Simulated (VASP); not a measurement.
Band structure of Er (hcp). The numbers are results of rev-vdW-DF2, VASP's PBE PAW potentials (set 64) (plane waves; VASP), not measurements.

The 4f electrons are frozen in the core of the lanthanide potential, so 4f levels, which can set the real gap, and their magnetism are missing.

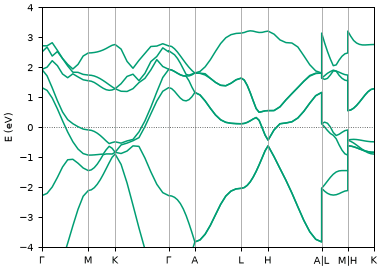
Figure: Bands along high-symmetry lines, zero at the valence-band maximum or, without a gap, the Fermi level

Read the plot: is there a gap, and where are the band edges?

It has no gap at this level: it comes out as a metal or semimetal. (Edges off the drawn lines would not show.)

The compound is Er in the hcp structure. It was relaxed first.
